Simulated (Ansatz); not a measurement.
**[BF4]− (tetrafluoroborate): revPBE/aug-cc-pVDZ**

What is the vertical ionisation energy of [BF4]− (tetrafluoroborate) at revPBE/aug-cc-pVDZ? 

The calculation is run with Ansatz 0.2.0.

### Step 1. Starting point

[BF4]− has 5 atoms, charge -1, and is taken as a singlet. As SMILES, `F[B-](F)(F)F`. Geometry: relaxed at PBE0-D4/def2-TZVPD.

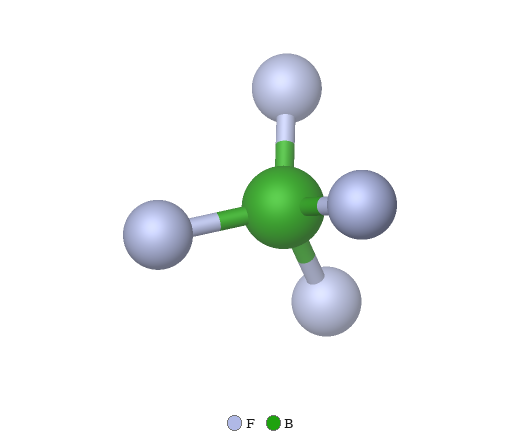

The structure, seen from a chosen angle (fluorine light blue, boron green).

### Step 2. The energy at revPBE/aug-cc-pVDZ

run.yaml

```yaml
crystal:
  periodic: [false, false, false]
  atoms:
    - {symbol: F, position_ang: [-0.057100, -0.040200, 1.404000]}
    - {symbol: B, position_ang: [0.000000, 0.000000, 0.000100]}
    - {symbol: F, position_ang: [0.948900, -0.931000, -0.457200]}
    - {symbol: F, position_ang: [-1.262500, -0.319100, -0.529700]}
    - {symbol: F, position_ang: [0.370700, 1.290300, -0.417200]}
basis:
  gaussian: {orbitals: aug-cc-pVDZ}
accuracy: high
total_charge: -1
output: {orbitals: {seedname: orbitals}}
hamiltonian: {xc: {name: revPBE}}
```

Run with:

```sh
$ ansatz run run.yaml --threads 1 --pin off --max-ram 3480MiB --events-out events.jsonl --progress --plain --runs-dir runs
```

Log:

```text
Warning: RAYON_NUM_THREADS=1 ignored (pool sized by the plan → 1); use --threads N
Functional definition: revPBE
  name "revPBE"
  parameter kappa = 1.245
  parameter beta = 0.06672455060314922
  exchange = pbe_x(kappa = kappa, mu = beta*pi^2/3)
  correlation = pbe_c(beta = beta)
2347 factors; integrals over basis functions are off by at most 2.7e-9 eV
mean field evaluation 1: about -11549.1102 eV, gradient 1.2e1 eV
mean field evaluation 2: about -11548.7017 eV, gradient 2.1e1 eV
mean field evaluation 4: about -11549.3311 eV, gradient 7.4e-1 eV
mean field evaluation 8: about -11549.3242 eV, gradient 3.4e-3 eV
mean field evaluation 16: about -11549.3242 eV, gradient 1.1e-7 eV
mean field -11549.32419932 eV, -424.4298359119 hartree, gradient 9.3e-9 eV, S^2 0.000000; 0 other end points of the search recorded, 0 dependent functions left out
reference -11549.32420315 eV, -424.4298360527 hartree; 21, 21 occupied and 94, 94 virtual orbitals, 2347 factors
Total energy: -11549.32420315 eV, -424.4298360527 hartree
```

It took 3.3 s on 1 thread of AMD EPYC 9R45 (Zen 5), shared host; peak memory 0.34 GiB.

### Step 3. Doublet neutral BF4, same level

run.yaml

```yaml
basis:
  gaussian:
    orbitals: aug-cc-pVDZ
crystal:
  periodic: [false, false, false]
  atoms:
    - symbol: F
      position_ang: [-0.057100, -0.040200, 1.404000]
    - symbol: B
      position_ang: [0.000000, 0.000000, 0.000100]
    - symbol: F
      position_ang: [0.948900, -0.931000, -0.457200]
    - symbol: F
      position_ang: [-1.262500, -0.319100, -0.529700]
    - symbol: F
      position_ang: [0.370700, 1.290300, -0.417200]
magnetization:
  spin_polarized: true
  initial_magnetization: 1
output:
  orbitals: {seedname: orbitals}
hamiltonian:
  xc: {name: revPBE}
accuracy: high
```

Run with:

```sh
$ ansatz run run.yaml --threads 1 --pin off --max-ram 3480MiB --events-out events.jsonl --progress --plain --runs-dir runs
```

Log, shortened:

```text
Warning: RAYON_NUM_THREADS=1 ignored (pool sized by the plan → 1); use --threads N
[... 2 set-up lines as earlier in the session ...]
[...]
2347 factors; integrals over basis functions are off by at most 2.8e-9 eV
[...]
mean field -11542.98876338 eV, -424.1970129356 hartree, gradient 1.7e-8 eV, S^2 0.751674; 20 other end points of the search recorded, 0 dependent functions left out
reference -11542.98876867 eV, -424.1970131297 hartree; 21, 20 occupied and 94, 95 virtual orbitals, 2347 factors
Total energy: -11542.98876867 eV, -424.1970131297 hartree
```

Wall time 21 s (1 thread of AMD EPYC 9R45 (Zen 5), shared host); peak memory 0.44 GiB.

### Step 4. Summary of results

Level: revPBE/aug-cc-pVDZ.

| quantity | value |
| --- | --- |
| singlet [BF4]−: total energy | -424.42984 Eh |
| singlet [BF4]−: HOMO energy | -2.57 eV |
| singlet [BF4]−: LUMO energy | 3.95 eV |
| singlet [BF4]−: HOMO–LUMO gap (to an unbound level, set by the basis) | 6.53 eV |
| doublet neutral BF4: total energy | -424.19701 Eh |
| doublet neutral BF4: HOMO energy (highest over α and β) | -10.24 eV |
| doublet neutral BF4: LUMO energy (lowest over α and β) | -10.17 eV |
| doublet neutral BF4: ⟨S²⟩ | 0.752 |
| vertical detachment energy (to the doublet neutral) | 6.335 eV |

What this shows: Removing an electron at fixed nuclei costs 6.34 eV (611 kJ/mol). −ε(HOMO) before ionisation, 2.57 eV, is 3.76 eV below this ionisation energy.
